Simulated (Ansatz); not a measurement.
**C3H5 (SMILES C=C[CH2-]) (charge −1): density, localisation and related maps**

```xyz
8

C    -0.5088    0.9049    0.9046
C    -1.3975    1.7400    0.2303
C    -1.7237    3.0872    0.3736
H     0.1130    1.2665    1.7318
H    -0.4054   -0.1472    0.6245
H    -1.9541    1.2333   -0.5787
H    -2.4672    3.5565   -0.2767
H    -1.2528    3.7203    1.1346
```

Geometry: PBE0-D3(BJ)/def2-SVPD; the highest occupied orbital lies above zero, a sign that basis and functional describe the outermost electron poorly.

Theory: isolated molecule in a Gaussian basis; Kohn-Sham density functional theory, functional PBE0 in Ansatz.

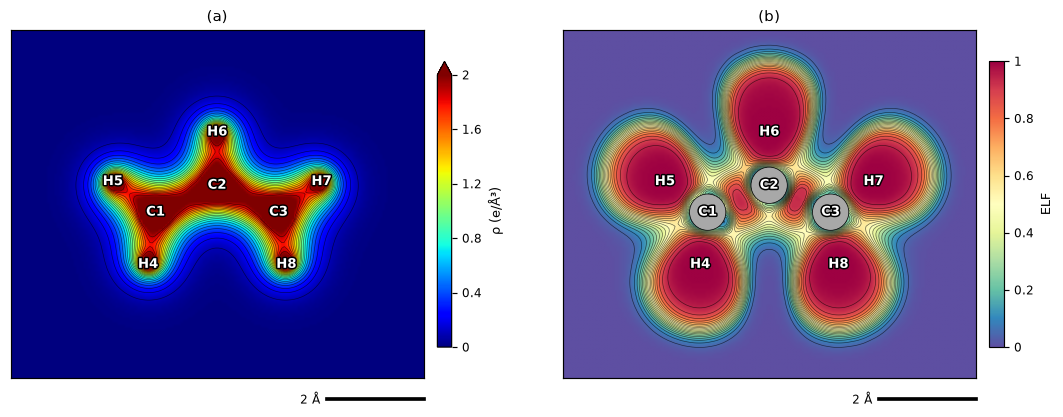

Figure 1. (a) electron density; (b) ELF on the molecular plane. Grey discs cover the atomic cores in the ELF map.

> Read the bonding off the picture.

The section cuts through C and H sites.
C–C (1.39 Å): ρ at the midpoint is about 2.1 e/Å³; the ELF peaks at about 0.95 between the atoms; a covalent bond.
C–H (1.09 Å): the density is about 1.9 e/Å³ at the midpoint; the ELF climbs to about 1 towards the hydrogen, as it does in any bond to H; an ordinary covalent bond to hydrogen.

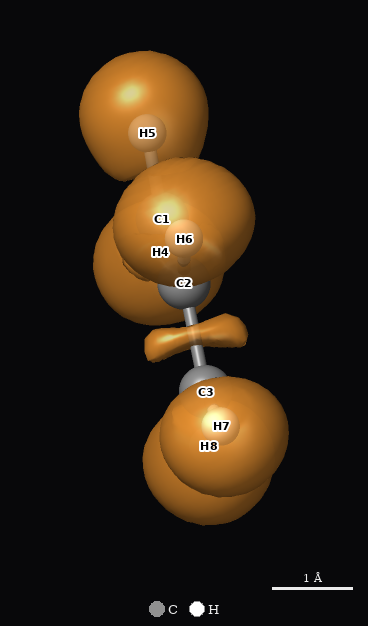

Figure 2. Isosurface of the electron localisation function at 0.85 (orange), seen at an oblique angle. Core shells and regions of very low density are left out.

> Where are the electrons localised?

At this value the surface marks out two regions between bonded C–C atoms (shared pairs) and five regions around hydrogen nuclei.

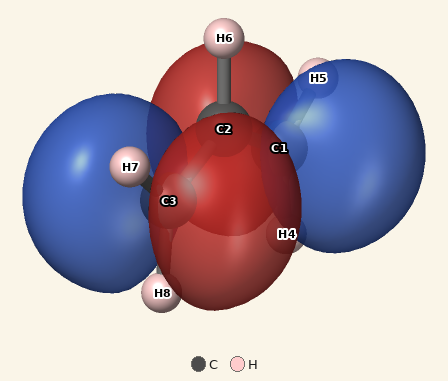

Figure 3. The HOMO at ±0.1 Å⁻³ᐟ² (blue and red are the two phases), seen at an oblique angle.

> Describe this orbital and give its energy.

Its weight (Hirshfeld) is mainly on C1 (about 35 %), C3 (about 35 %) and C2 (about 10 %); it changes sign across the molecular plane (π type). Its energy is 1.51 eV.
